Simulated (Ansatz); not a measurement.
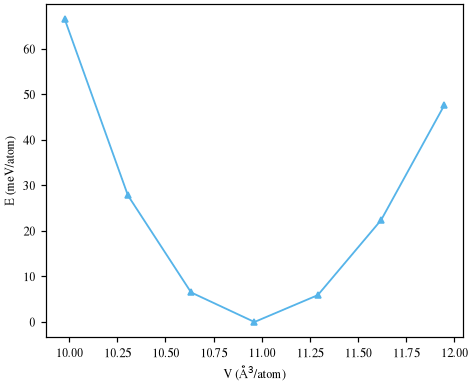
Figure: AlNi3 (Cu3Au type, Pm-3m) under volume change, plane-wave PAW r²SCAN (Ansatz code), scaled uniformly.

Task: What does a third-order Birch–Murnaghan fit give for V₀, B₀ and B′?

Result: V₀ = 10.96 Å³/atom, B₀ = 202 GPa, B′ = 4.6.

Symmetry was held in the r²SCAN relaxation. Magnetic state: ferromagnetic, the only order run, not a proven ground state. Other orbital occupations within this spin state were not tried.

Potentials: the later of the program's two PAW sets.
